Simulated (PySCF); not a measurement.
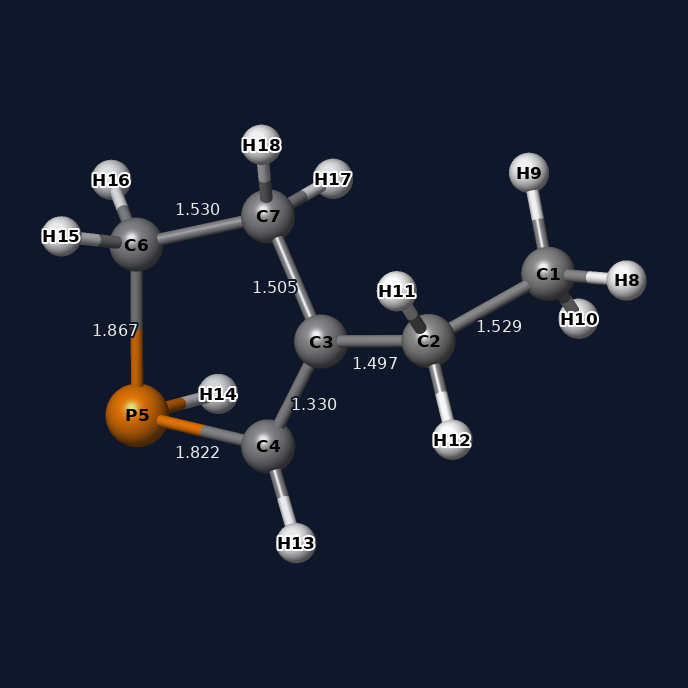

Bond lengths are marked in Å; every bond is drawn as one stick. The computed structure is the end point of a GFN2-xTB optimisation. No frequency run is at hand to confirm it as a minimum.

Which of the marked bonds are single, double, triple or aromatic?

C1–C2 single; C2–C3 single; C3–C4 double; C3–C7 single; C4–P5 single; P5–C6 single; C6–C7 single.

Write the SMILES.

CCC1=CPCC1
